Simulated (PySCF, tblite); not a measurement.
# C₄H₆ClFSi+ (doublet): geometry, infrared bands and EPR parameters

Aim: predict the infrared bands and EPR parameters of C₄H₆ClFSi+ (doublet) (`F[C+]1C[SiH2]C[C]1Cl`).

Computed with tblite 0.8.0 and PySCF 2.14.0, with density-fitted response routines of our own, on a single molecule in the gas phase. Atoms are numbered from 0 throughout.

**1. Starting geometry**

13 atoms, charge 1, multiplicity 2; geometry from: force field or distance geometry start.

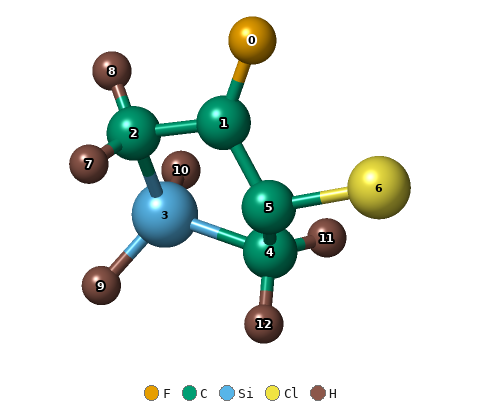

The starting geometry (fluorine amber, carbon teal, silicon blue, chlorine yellow, hydrogen brown), atoms numbered.

**2. Relaxing the molecule with GFN2-xTB**

The job: settings as JSON, then the geometry in Å.

```
{"job": {"kind": "relax", "xc": "GFN2-xTB", "basis": "xTB"}, "charge": 1, "multiplicity": 2}
F      1.858000     1.574700     0.980600
C      1.045000     0.803700     0.169100
C      1.308000    -0.681300     0.045000
Si    -0.479900    -1.250300     0.116800
C     -1.290800     0.372600    -0.295200
C     -0.113100     1.215200    -0.638400
Cl    -0.521900     2.896100    -0.234100
H      1.728000    -0.917300    -0.941300
H      1.902000    -1.023000     0.895200
H     -0.775100    -2.288200    -0.873400
H     -0.847700    -1.667800     1.489200
H     -1.928300     0.758100     0.500800
H     -1.888600     0.207900    -1.232000
```

Command:

```
> OMP_NUM_THREADS=1 python probes_run.py task.json out
```

One launch serves the whole session: the jobs run in the order shown.

**Question.** This job is followed by: GFN2-xTB harmonic vibrations, gas phase; UKS B3LYP, pcH-1 on C Cl F H Si, non-relativistic, mean-field spin-orbit, GIAO. What will the session give for the following? strongest single infrared mode (GFN2-xTB); zero-point energy (GFN2-xTB); g(iso) (B3LYP); ⟨S²⟩; largest a(iso) (averaged by class).

As calculated:

```
                                 quantity                  value
strongest single infrared mode (GFN2-xTB)  2349 cm⁻¹, 159 km/mol
             zero-point energy (GFN2-xTB)          52.2 kcal/mol
                           g(iso) (B3LYP)                2.00878
                                     ⟨S²⟩     0.752 (exact 0.75)
       largest a(iso) (averaged by class)    19F on F0, 75.5 MHz
```

In words: Over 78 steps the energy fell by 1.914 eV; of the close pairs, C5–Cl6 changed most, 1.777 to 1.684 Å. No mode is imaginary among the 33: a minimum at this level. The strongest single mode, at 2349 cm⁻¹, moves mainly H9. GFN2-xTB is a fitted tight-binding method: band positions and strengths are rough. Its intensities can rank the bands wrongly. The largest spin populations lie on C5 (0.32 e), C1 (0.31 e). The isotropic g lies 6.5 ppt above the free-electron value. These values are for one conformer; the search (at its own cheap level) found 2 more, at 0.00, 1.88 kcal/mol (those within 0.05 may be mirror or relabelled copies), and measured spectra average over such forms.
